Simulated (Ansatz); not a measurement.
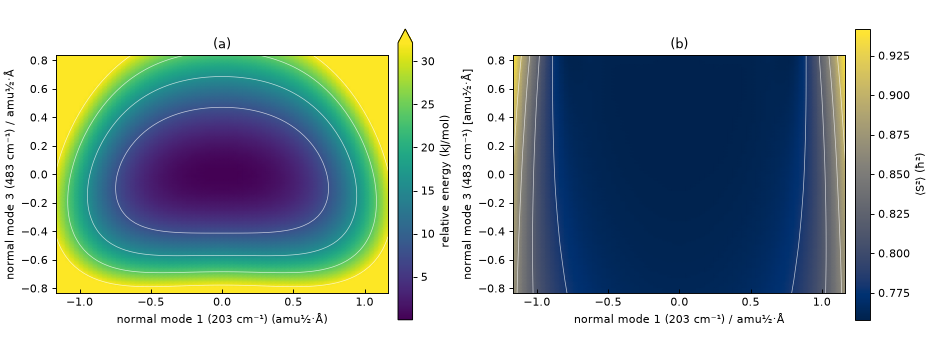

C₂H₂Ga, SMILES C#[C][GaH], spin multiplicity 2. 
- Coordinates scanned: (1) normal mode 1 (203 cm⁻¹); (2) normal mode 3 (483 cm⁻¹).
- Nothing is relaxed (straight displacements along the two mass-weighted modes).
- Grid: 15 × 15 points; 120 points were computed and 105 follow by symmetry.
- Energies: kJ/mol, counted from the lowest grid point.
- Level of theory: UHF/def2-TZVP (Ansatz).

Panel (a) is the energy; panel (b) is the computed ⟨S²⟩, in ħ².

The picture shows a smooth colour map with a few white contour lines, one colour for all values above the top of the scale. Between grid points the surface is interpolated.

Q: How does the ⟨S²⟩ vary over the map, and what is it at the lowest grid point?

A: Leaving out the highest fifth of the energies, it runs from 0.76 ħ² at normal mode 1 (203 cm⁻¹) = 0.000 amu½·Å, normal mode 3 (483 cm⁻¹) = 0.358 amu½·Å to 0.90 ħ² at normal mode 1 (203 cm⁻¹) = −1.165 amu½·Å, normal mode 3 (483 cm⁻¹) = 0.000 amu½·Å. At the lowest grid point, normal mode 1 (203 cm⁻¹) = 0.000 amu½·Å, normal mode 3 (483 cm⁻¹) = 0.000 amu½·Å, it is 0.76 ħ².
